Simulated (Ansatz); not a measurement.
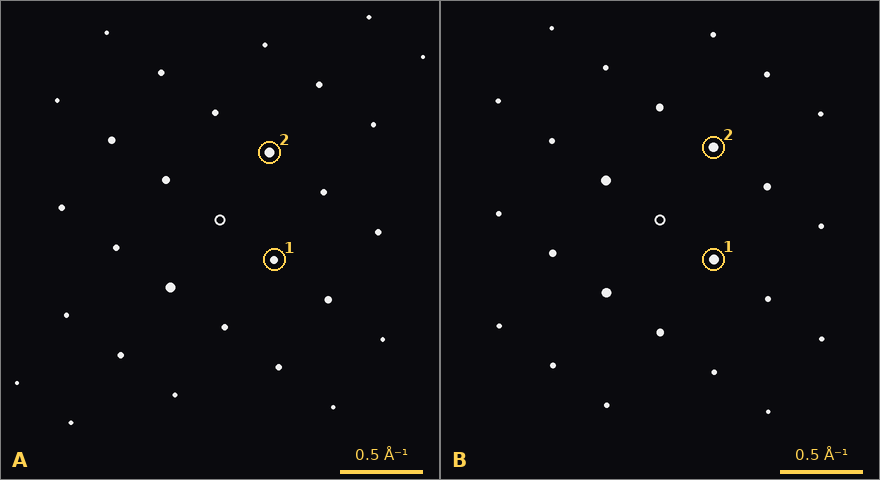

Kinematic electron diffraction patterns (200 kV, B = 0.5 Å², same scale) along [1-10] of the run's own cell, for the start and the end of one relaxation of NaH3 with Ansatz, DFT PBE, scalar-relativistic, plane waves, PAW. k mesh 12×12×10. The start is a generated model structure, and the relaxation ends in the nearest stationary point of its symmetry, not necessarily the ground state. Spot 1 is -1 -1 0 and spot 2 is 0 0 -2 in both.

Start structure:

```
Na H
1.0
     4.84306    0.00000    0.00000
    -2.42153    4.19422    0.00000
     0.00000    0.00000    3.88731
Na H
2 6
Direct
  0.33333 0.66667 0.25000
  0.66667 0.33333 0.75000
  0.83300 0.66600 0.25000
  0.16700 0.83300 0.75000
  0.33400 0.16700 0.25000
  0.16700 0.33400 0.75000
  0.83300 0.16700 0.25000
  0.66600 0.83300 0.75000
```

**Which pattern belongs to the start structure, and which to the relaxed one?**

A is the start: its cell gives d(1) = 2.422 Å, d(2) = 1.944 Å and an angle of 90.0°. B is the relaxed structure, with d(1) = 2.436 Å (+0.6 %), d(2) = 1.803 Å (-7.2 %) and 90.0°.

**Name reflections whose intensity changes strongly on relaxation.**

2 2 0 goes from 31 to 11 % of the strongest spot; 2 2 -2 goes from 19 to 6.9 % of the strongest spot; 1 1 0 goes from 40 to 100 % of the strongest spot.

**What did the relaxation do to the structure and the energy?**

The volume changed by -6.1 % to 9.27 Å³ an atom; with the mean shift removed, the atoms moved by up to 0.74 Å relative to the cell (H most); the space group stayed P6_3/mmc (No. 194); the free energy fell by 320 meV an atom. Relaxed cell: a = 4.872 Å, b = 4.872 Å, c = 3.607 Å, α = 90.00°, β = 90.00°, γ = 120.00°.
